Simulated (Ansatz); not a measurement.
Take BeS (space group P6_422, No. 181; a = 3.4519 Å, c = 7.8117 Å; a hypothetical phase, not in the database extracts checked) as the base.

Perturbation: 0.806 electrons added to each cell, a density of 1.0×10^22 cm⁻³, with a uniform compensating background at fixed cell and a 300 K Fermi–Dirac width.

Computed with DFT with PBE, PAW potentials and a 420 eV plane-wave cutoff in Ansatz (an electronic-structure program), no spin-orbit coupling.

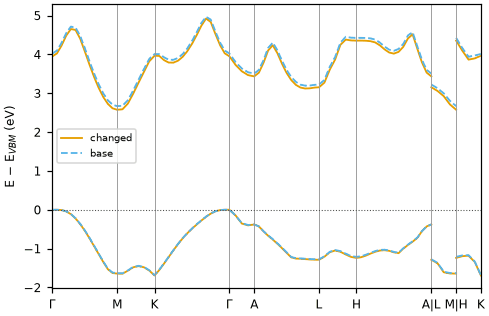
*Highest valence and lowest conduction band along the path, each from its own valence-band maximum*

From the figure, how large is the changed gap, and is it direct?

About 2.6 eV, indirect, Γ → M.

Carriers are added with a uniform compensating background; total energy and stress of such cells depend on the potential's zero and are not compared; many-body gap narrowing is missing at this level. No phonon test of stability was made.
